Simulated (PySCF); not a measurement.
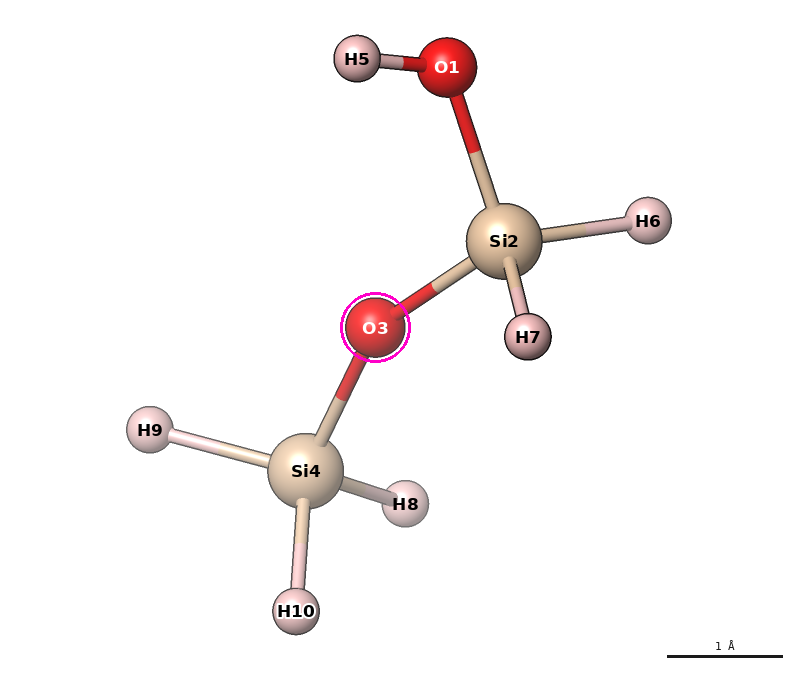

Orthographic view. Distant atoms are faded towards the background colour. The computed structure is the end point of a PBE0-D3(BJ)/def2-SVP optimisation. No frequency run is at hand to confirm it as a minimum.

**Name the neighbours of the circled atom.**

The circled atom is O3; it is bonded to Si2, Si4.

**What is the shortest path along bonds from the circled atom to H5?**

O3–Si2–O1–H5, 3 bonds; through space the two are 3.02 Å apart.

**Which atom is farthest from the viewer?**

H8, 2.3 Å behind the mean position.

**Which two atoms are farthest apart in space?**

H5 and H8, 5.56 Å.
